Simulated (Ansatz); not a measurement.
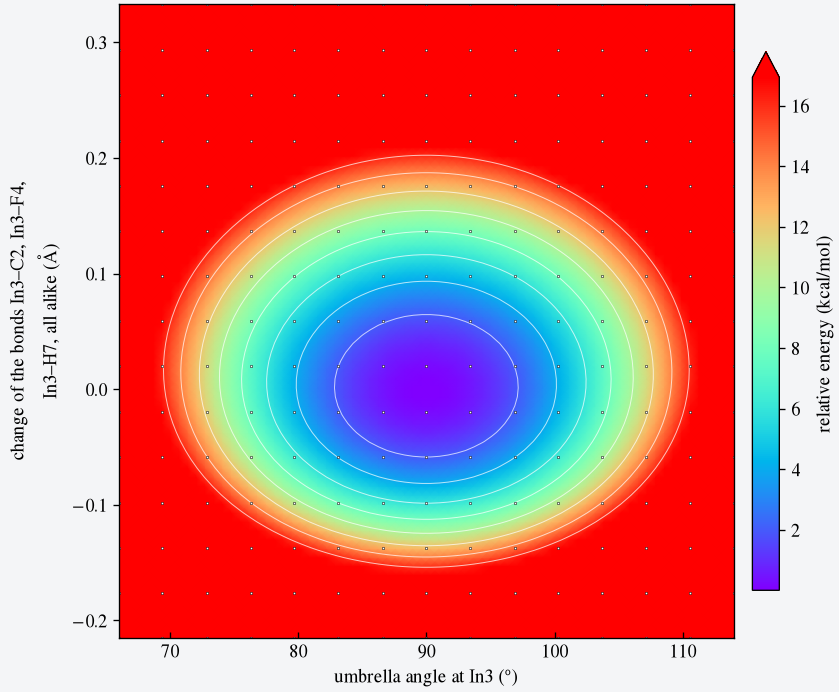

CH3F2In, SMILES F[CH2][InH][F]. First axis: umbrella angle at In3 (between each of its bonds and their common axis; 90 is planar). Second axis: change of the bonds In3–C2, In3–F4, In3–H7, all alike. Nothing is relaxed (all other coordinates rigid). The scan uses a 15 × 15 grid. Points are written as (first, second). All energies are given in kcal/mol relative to the relaxed molecule at the same level. Theory: RKS PBE0-D4/def2-SVP (Ansatz).

Drawn: a smooth colour map with a few white contour lines, dots at the grid points, one colour for all values above the top of the scale. Between grid points the surface is interpolated.

### Where is the minimum, and how stiff is the well along each coordinate?

The interpolated minimum is at the first coordinate ≈ 90.0°, the second coordinate ≈ 0.000 Å. The curvatures there are about 11 eV/rad² and 46 eV/Å², with a cross term of about 0 eV/(rad·Å). Round the minimum the two coordinates are nearly uncoupled. (1 eV is 23.1 kcal/mol.)
